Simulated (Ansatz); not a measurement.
# ClH: test of scalar relativity from a Python script

Wanted for ClH: a test of scalar relativity. SMILES: Cl.

Program: the Python package of Ansatz 0.2.0. The levels of theory stand in the script. These are calculated values, not measurements.

## (1) The system

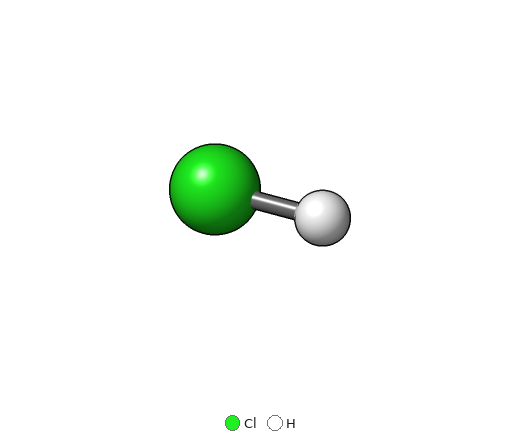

The structure that the script starts from, seen from a chosen angle (chlorine green, hydrogen white).

The script holds or builds the structure itself.

## (2) Script

Contents of clh_x2c.py:

```python
# -*- coding: utf-8 -*-
'''ClH with and without the spin-free two-component Hamiltonian.'''

import ansatz
import numpy as np


def main():
    molecule = (
        ansatz.Crystal.molecule()
        .atom('Cl', (0.54521, -0.17826, 0.28035))
        .atom('H', (-0.54521, 0.17826, -0.28035))
    )

    calc = molecule.calculation().functional('b3lyp').forces()
    # a set contracted for a scalar-relativistic Hamiltonian goes with the relativistic run
    sets = {'none': 'cc-pVTZ', 'scalar': 'cc-pVTZ-DK'}
    found = {kind: calc.basis(gaussian=basis).pseudopotentials(relativity=kind).run(threads=1, backend='cpu').report for kind, basis in sets.items()}
    for kind, each in found.items():
        dipole = 4.803205 * np.linalg.norm(each['charge_distribution']['dipole_moment_e_ang'])
        print(f'{kind:7s} E = {each["free_energy_ev"]:.4f} eV  dipole {dipole:.3f} D  largest force component {np.abs(each["forces_ev_ang"]).max():.4f} eV/A')
    print(f'relativity lowers the total energy by {found["none"]["free_energy_ev"] - found["scalar"]["free_energy_ev"]:.3f} eV')


if __name__ == '__main__':
    main()
```

## (3) Running it

Launch:

```sh
$ python clh_x2c.py
```

Log:

```text
none    E = -12540.1772 eV  dipole 1.201 D  largest force component 0.1773 eV/A
scalar  E = -12578.8121 eV  dipole 1.187 D  largest force component 0.1781 eV/A
relativity lowers the total energy by 38.635 eV
```

Run time: 1.9 s. Hardware: 1 thread of Arm Neoverse N1, shared host; peak memory 0.15 GiB.

## (4) The runs side by side

From the records of these 2 runs:

```
run       basis  relativity  energy (eV)  SCF cycles  CPU time (s)
  1     cc-pVTZ        none  -12540.1772          12          0.57
  2  cc-pVTZ-DK      scalar  -12578.8121          12          0.59
```

## (5) Outcome

```
                                 quantity      value
relativistic lowering of the total energy  38.635 eV
                            runs compared          2
```

What this shows: The total moves by -38.6 eV, nearly all in the cores, and the dipole from 1.20 to 1.19 D. Caveats:
- The geometry is a force-field or estimated start, not a minimum of this method. The basis set changes with the Hamiltonian (a set recontracted for scalar relativity), and most of the change in the total lies in the cores.
- b3lyp holds the VWN-RPA fit, as in Gaussian; the form of ORCA and Turbomole is b3lyp5.
